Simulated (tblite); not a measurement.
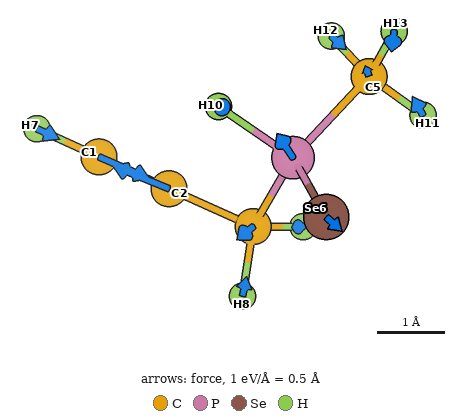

Starting geometry of C$_{4}$H$_{7}$PSe with the computed forces as blue arrows. A ball-and-stick model, seen at a tilt.

Computed with GFN2-xTB geometry optimisation, gas phase (tblite). 

> Is this structure relaxed? If not, where do the atoms go?

It isn't relaxed: the largest force vector, on a C atom, is 2.05 eV/Å. The final displacements have little in common with the starting forces (cosine between the two patterns 0.12). The energy falls by 7.60 kcal/mol in 111 geometry steps. The largest move after the best rigid fit is that of the Se atom, 1.05 Å. Largest moves by element: Se 1.05 Å, H 0.91 Å, C 0.56 Å, P 0.18 Å. Some distances before and after: C–H 1.117 → 1.089 Å, C–C 1.221 → 1.197 Å, C–H 1.071 → 1.049 Å, C–C 1.460 → 1.440 Å. Among the angles between lasting bonds that change: Se–P–H 100.4° → 116.0°, C–P–Se 119.7° → 114.4°, H–C–H 112.8° → 108.5°. Groups turn about C–P by about 40°.
